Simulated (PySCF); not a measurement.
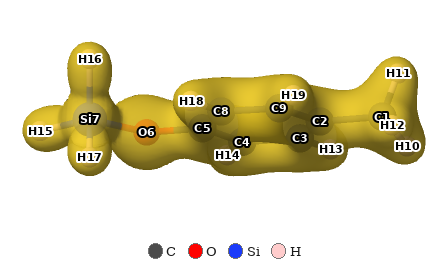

C7H10OSi (SMILES Cc1ccc(O[SiH3])cc1). Isosurface of the electron density at 0.5 e/Å³ (yellow), seen from one side.

Geometry: PBE0-D3(BJ)/def2-SVP.

These are results of wB97X-D/def2-SVPD, SCF density, gas phase (PySCF 2.14.0), not measurements.

```xyz
19

C    -3.2816    0.6771   -0.0096
C    -1.8070    0.4324   -0.1522
C    -1.2855   -0.8676   -0.1664
C     0.0804   -1.1035   -0.2668
C     0.9716   -0.0310   -0.3580
O     2.2927   -0.3112   -0.4578
Si    3.5808    0.7534   -0.5866
C     0.4713    1.2740   -0.3493
C    -0.9008    1.4926   -0.2482
H    -3.8701   -0.1529   -0.4274
H    -3.5688    0.7794    1.0506
H    -3.5887    1.6016   -0.5202
H    -1.9680   -1.7198   -0.0996
H     0.4824   -2.1184   -0.2810
H     4.7885   -0.1077   -0.6683
H     3.6519    1.6471    0.6083
H     3.4522    1.5950   -1.8142
H     1.1516    2.1271   -0.4261
H    -1.2736    2.5210   -0.2467
```

What does this surface tell about the bonding?

Answer. At this value the surface is in one piece. It bridges the sampled C–O (1.35 Å), C–C (1.39 Å), Si–O (1.68 Å) and C–H (1.09 Å) contacts, where the density stays above the isovalue. On the grid the lowest density along these lines, outside the cores, is 1.9 e/Å³ (C–O, 1.35 Å), 2.1 e/Å³ (C–C, 1.39 Å), 0.88 e/Å³ (Si–O, 1.68 Å) and 1.9 e/Å³ (C–H, 1.09 Å).
